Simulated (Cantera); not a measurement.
Feed: 1 mol SiH4, 0.095 mol CH4, 22 mol H2, held at 1800 °C.

Method: chemical equilibrium by Gibbs-energy minimisation in Cantera with the NASA 1993 tables (ideal gas, pure condensed phases). Candidate condensed phases: C, C6H6, C7H8, C8H18, Si, SiC; 87 gas species. Mutual solubility and eutectic melting of coexisting phases are not modelled. Gases not in the tables: Si2H6 and higher silanes. The numbers say what is thermodynamically allowed, not how fast it happens.

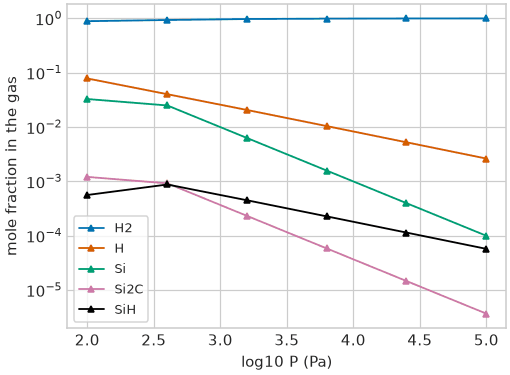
Equilibrium gas composition (values under 1e-9 drawn at 1e-9)

At 0.750 Torr the condensed part is SiC(s). From 3.00 Torr to 750 Torr the condensed part is Si(l) + SiC(s). The main Si-bearing gas is Si at 0.750 Torr and SiH2 at 750 Torr. The share of Si in condensed phases is highest at 750 Torr (99.2 %) and lowest at 0.750 Torr (5.6 %).
